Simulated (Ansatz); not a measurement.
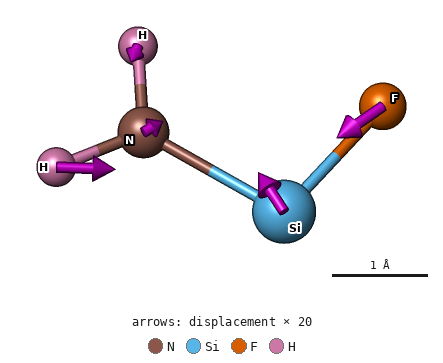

This is a relaxation of SiNH$_{2}$F. The starting structure is drawn; purple arrows show the displacements, magnified 20 times. The two geometries are superimposed by the best rigid fit.

A ball-and-stick model, seen at a tilt.

The start comes from PBE-D4/def2-SVP.

Level of theory: RKS PBE0-D4/def2-TZVP (Ansatz).

Input
```yaml
crystal:
  periodic: [false, false, false]
  atoms:
    - {symbol: N, position_ang: [-0.432937, 0.238752, -0.336424]}
    - {symbol: Si, position_ang: [0.133050, -1.159027, 0.513647]}
    - {symbol: F, position_ang: [1.594149, -0.542845, 1.013935]}
    - {symbol: H, position_ang: [0.093758, 1.116181, -0.419377]}
    - {symbol: H, position_ang: [-1.338120, 0.273239, -0.813181]}
basis:
  gaussian: {orbitals: def2-TZVP}
hamiltonian: {xc: pbe0, dispersion: d4}
relax: {f_tol: 0.005, max_steps: 150}
```

> What did the optimiser do to the structure, and how much energy did it gain?

After 6 geometry steps the energy has fallen by 1.06 kcal/mol. The largest force component goes from 1 to 0.0017 eV/Å. The largest moves after the best rigid fit, 0.032 Å, are those of F3 and H5. Largest moves by element: F 0.032 Å, H 0.032 Å, Si 0.027 Å, N 0.013 Å. Near-neighbour distances that change, for instance: Si2–F3 1.663 → 1.622 Å, N1–Si2 1.731 → 1.702 Å, N1–H4 1.027 → 1.010 Å, N1–H5 1.024 → 1.008 Å.
